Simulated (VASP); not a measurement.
Band structure of WS2 (2H layered). Calculation: RPBE GGA, VASP's PBE PAW potentials (set 64) (plane waves; VASP).

Without a dispersion term in the relaxation, distances and binding between the weakly bound layers, chains or molecules are unreliable, and so is what depends on them. Unless said otherwise, spin-orbit coupling is left out, though it shifts the bands of the heavy elements here.

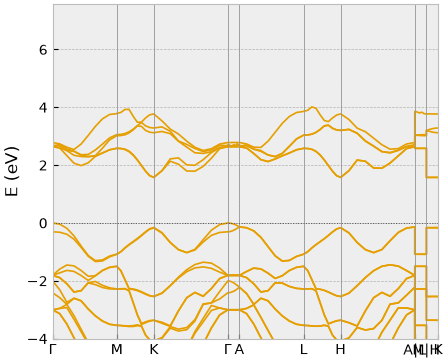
Figure. Bands along high-symmetry lines, zero at the valence-band maximum or, without a gap, the Fermi level

Q: Read the plot: is there a gap, and where are the band edges?

A: The gap is indirect, 1.58 eV, from the valence maximum at Γ to the conduction minimum at K. (Edges off the drawn lines would not show.)

The compound is WS2 in the 2H layered structure. It was relaxed first, which changed the volume by +29 %.
